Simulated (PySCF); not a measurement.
# N2H3 (hydrazinyl radical) at 6 levels

We compute a comparison of 6 runs (UHF/STO-3G, UB3LYP/6-31G*, UB3LYP/def2-TZVP, UBHLYP/def2-TZVP, UM06-L/def2-TZVP, UPBE0/def2-TZVP) of N2H3 (hydrazinyl radical). Input form: a Python script.

Program for the calculation: PySCF 2.14.0.

5 further runs of the same task are left out: 5 set aside as unsound or not needed.

## (1) The system as given

The species is N2H3 (5 atoms), meant as a doublet with charge 0. As SMILES, `[NH]N`. The N1–N2 distance was set to 1.735 Å, away from the relaxed value.

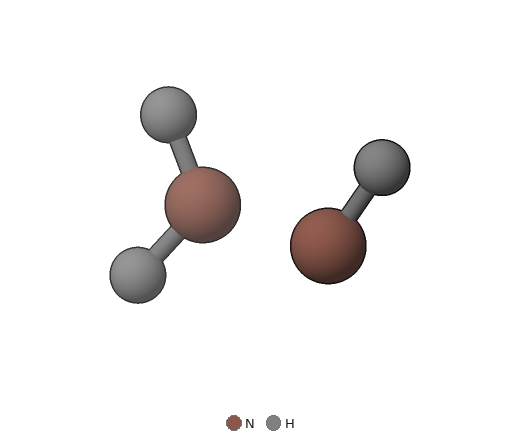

The structure, seen from a chosen angle (nitrogen brown, hydrogen grey).

## (2) The energy at UHF/STO-3G (run 1)

job.py

```python
from pyscf import gto, scf

molecule = gto.M(
    atom='''
N     -0.189581    -1.122733     0.691215
N     -0.126270     0.251970    -0.365880
H      0.737139    -1.306403     1.075045
H     -1.043070     0.577800    -0.638700
H      0.592550     0.964850    -0.273770
''',
    spin=1,
    max_memory=1860,
    charge=0,
    basis='sto-3g',
    verbose=3,
)

mf = scf.UHF(molecule)
mf.conv_tol = 1e-10
mf.kernel()
if not mf.converged:
    mf = mf.newton().run(mf.mo_coeff, mf.mo_occ)

e_tot = mf.e_tot
print(f'total energy: {e_tot:.8f} hartree')
```

Run with:

```bash
$ OMP_NUM_THREADS=1 python job.py
```

The program printed:

```text
converged SCF energy = -109.082448973507  <S^2> = 0.97578774  2S+1 = 2.214306
total energy: -109.08244897 hartree
```

Wall time 0.5 s (1 thread of Arm Neoverse V2, shared host); peak memory 0.099 GiB.

## (3) The energy at UB3LYP/6-31G(d) (spherical functions) (run 2)

job.py

```python
from pyscf import gto, dft

mol = gto.Mole()
mol.atom = '''
N       -0.189581      -1.122733       0.691215
N       -0.126270       0.251970      -0.365880
H        0.737139      -1.306403       1.075045
H       -1.043070       0.577800      -0.638700
H        0.592550       0.964850      -0.273770
'''
mol.basis = '6-31g*'
mol.max_memory = 1860
mol.verbose = 4
mol.spin = 1
mol.build()

mf = dft.UKS(mol)
mf.xc = 'b3lyp'
mf.conv_tol = 1e-10
mf.grids.level = 5
mf.kernel()
if not mf.converged:
    mf = mf.newton().run(mf.mo_coeff, mf.mo_occ)

etot = mf.e_tot
print('E = %.10f Eh' % etot)
```

Run with:

```bash
$ OMP_NUM_THREADS=1 python job.py
```

The program printed:

```text
PySCF version 2.14.0

[... 107 lines left out ...]
converged SCF energy = -111.156921209169  <S^2> = 0.75423958  2S+1 = 2.0042351
E = -111.1569212092 Eh
```

Wall time 6 s (1 thread of Arm Neoverse V2, shared host); peak memory 0.24 GiB.

Run 3 isn't shown in full; the table further down has it.

## (4) A single-point energy at UBHLYP/def2-TZVP (run 4)

calc.py

```python
from pyscf import gto, dft

mol = gto.M(
    atom='''
N   -0.189581  -1.122733   0.691215
N   -0.126270   0.251970  -0.365880
H    0.737139  -1.306403   1.075045
H   -1.043070   0.577800  -0.638700
H    0.592550   0.964850  -0.273770
''',
    spin=1,
    max_memory=1860,
    verbose=4,
    basis='def2-tzvp',
)

ks = dft.UKS(mol, xc='bhandhlyp')
ks.conv_tol = 1e-10
ks.grids.level = 5
ks.kernel()
if not ks.converged:
    ks = ks.newton().run(ks.mo_coeff, ks.mo_occ)

e_tot = ks.e_tot
print('E(%s) = %.9f' % ('BHLYP', e_tot))
```

Run with:

```bash
$ OMP_NUM_THREADS=1 python calc.py
```

The program printed:

```text
PySCF version 2.14.0

[... 127 lines left out ...]
converged SCF energy = -111.13839403617  <S^2> = 0.75949914  2S+1 = 2.0094767
E(BHLYP) = -111.138394036
```

It took 18 s on 1 thread of Arm Neoverse V2, shared host; peak memory 0.39 GiB.

Run 5 isn't shown in full; the table further down has it.

## (5) A single-point energy at UPBE0/def2-TZVP (run 6)

input.py

```python
from pyscf import gto, dft

mol = gto.M(
    atom='''
N     -0.358256    -2.121658     1.306207
N     -0.238616     0.476154    -0.691413
H      1.392991    -2.468744     2.031541
H     -1.971117     1.091884    -1.206968
H      1.119757     1.823302    -0.517350
''',
    unit='bohr',
    max_memory=1860,
    basis='def2-tzvp',
    verbose=4,
    spin=1,
)

myscf = dft.UKS(mol, xc='pbe0')
myscf.conv_tol = 1e-10
myscf.grids.level = 5
myscf.kernel()
if not myscf.converged:
    myscf = myscf.newton().run(myscf.mo_coeff, myscf.mo_occ)

energy = myscf.e_tot
print(f'total energy: {energy:.8f} hartree')
```

Run with:

```bash
$ OMP_NUM_THREADS=1 python input.py
```

The program printed:

```text
PySCF version 2.14.0

[... 53 lines left out ...]
WARN: HOMO -0.204467217259626 >= LUMO -0.20446721725963
[... 58 lines left out ...]
converged SCF energy = -111.079994833449  <S^2> = 0.75622541  2S+1 = 2.0062158
total energy: -111.07999483 hartree
```

Wall time 15 s (1 thread of Arm Neoverse V2, shared host); peak memory 0.39 GiB.

## (6) Overview of the runs

```
run                                level  integration grid  energy (Eh)  dipole moment (D)  HOMO energy (eV)  LUMO energy (eV)  wall time
  1                           UHF/STO-3G                 –  -109.082449               1.75             -8.05              8.95      0.5 s
  2  UB3LYP/6-31G* (spherical functions)                 5  -111.156921               2.10             -6.27             -2.04        6 s
  3                     UB3LYP/def2-TZVP                 5  -111.218248               2.04             -6.77             -2.61       14 s
  4                     UBHLYP/def2-TZVP                 5  -111.138394               1.91             -8.52             -0.70       18 s
  5                     UM06-L/def2-TZVP                 5  -111.190647               2.02             -5.58             -3.16       34 s
  6                      UPBE0/def2-TZVP                 5  -111.079995               1.99             -7.02             -2.12       15 s
```

## (7) Results

```
                                 quantity          value
                      run 6: total energy  -111.07999 Eh
                     run 6: dipole moment         1.99 D
run 6: HOMO energy (highest over α and β)       -7.02 eV
 run 6: LUMO energy (lowest over α and β)       -2.12 eV
                              run 6: ⟨S²⟩          0.756
```

In words: The dipole moment (its size) runs from 1.75 D (UHF/STO-3G) to 2.10 D (UB3LYP/6-31G*). The two ends differ in method and basis. Totals of different functionals can't be ranked against each other. In run 1 the basis is minimal, so the values are rough. Spin contamination of the reference: run 1 ⟨S²⟩ = 0.98. All runs together took 88 s, the longest 34 s.
